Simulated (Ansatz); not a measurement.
The figure comes from a scan of SiC (4H type, space group P6_3mc): the cell is scaled evenly about its relaxed volume V₀. All values below come from PBE (plane waves to 420 eV, PAW, scalar-relativistic; Ansatz, a first-principles code). k mesh 13×13×4 (Γ-centred), Fermi-Dirac smearing 0.05 eV. The energy includes the smearing's −TS. SiC was relaxed with its symmetry unable to fall. ΔE is measured from the relaxed starting cell.

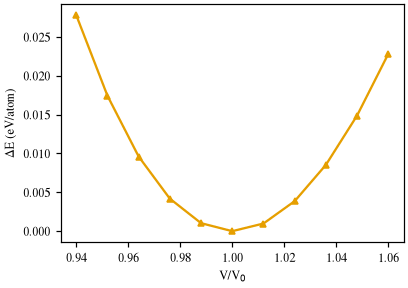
Fig. 1. ΔE (eV/atom) against V/V₀; one marker a computed point.

Task: List the plotted points as numbers.

Result: To the nearest 0.0005:

```json
[
 {"V/V₀": "0.940", "ΔE (eV/atom)": "0.0280"},
 {"V/V₀": "0.952", "ΔE (eV/atom)": "0.0175"},
 {"V/V₀": "0.964", "ΔE (eV/atom)": "0.0095"},
 {"V/V₀": "0.976", "ΔE (eV/atom)": "0.0040"},
 {"V/V₀": "0.988", "ΔE (eV/atom)": "0.0010"},
 {"V/V₀": "1.000", "ΔE (eV/atom)": "0.0000"},
 {"V/V₀": "1.012", "ΔE (eV/atom)": "0.0010"},
 {"V/V₀": "1.024", "ΔE (eV/atom)": "0.0040"},
 {"V/V₀": "1.036", "ΔE (eV/atom)": "0.0085"},
 {"V/V₀": "1.048", "ΔE (eV/atom)": "0.0150"},
 {"V/V₀": "1.060", "ΔE (eV/atom)": "0.0230"}
]
```

(A scan under strain: stresses follow from slopes of the energy per volume, elastic moduli from its curvatures.)
